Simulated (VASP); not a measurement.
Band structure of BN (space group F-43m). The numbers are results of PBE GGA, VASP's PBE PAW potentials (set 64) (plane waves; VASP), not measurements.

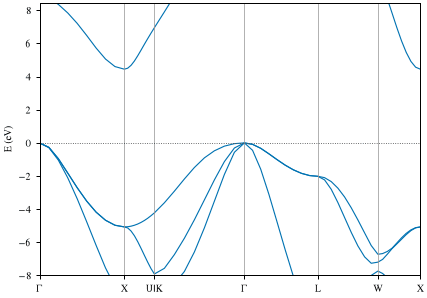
Fig. 1. Bands along high-symmetry lines, zero at the valence-band maximum or, without a gap, the Fermi level

Q: Read the plot: is there a gap, and where are the band edges?

A: The gap is indirect, 4.45 eV, from the valence maximum at Γ to the conduction minimum at X.

The structure comes from a computed database's BN entry; how it stands against other phases isn't given here. The cell was not relaxed at this level.
